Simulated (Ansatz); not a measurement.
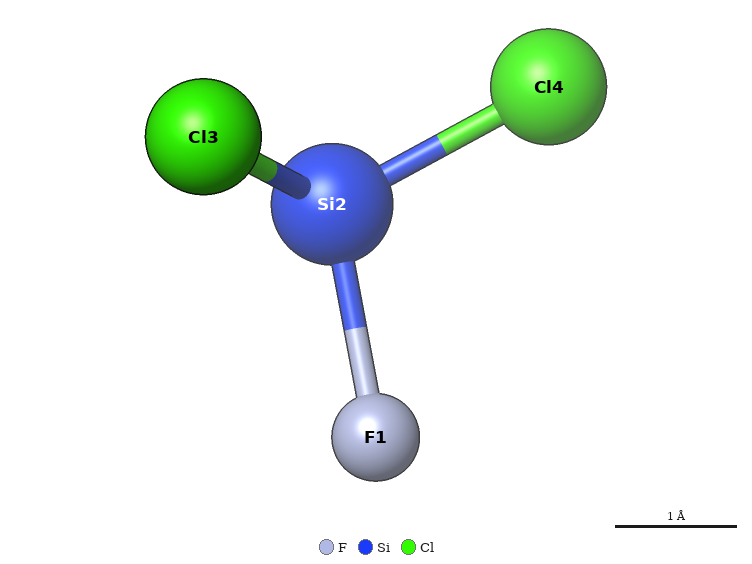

(Drawn from a calculation with Ansatz.)

Orthographic view. Distant atoms are faded towards the background colour. Charge 0, doublet. Geometry: moved along internal coordinates away from the minimum.

Give the distance matrix in Å.

| atom | F1 | Si2 | Cl3 | Cl4 |
| --- | --- | --- | --- | --- |
| F1 | 0.00 |  |  |  |
| Si2 | 1.97 | 0.00 |  |  |
| Cl3 | 3.24 | 2.04 | 0.00 |  |
| Cl4 | 3.24 | 2.04 | 3.35 | 0.00 |
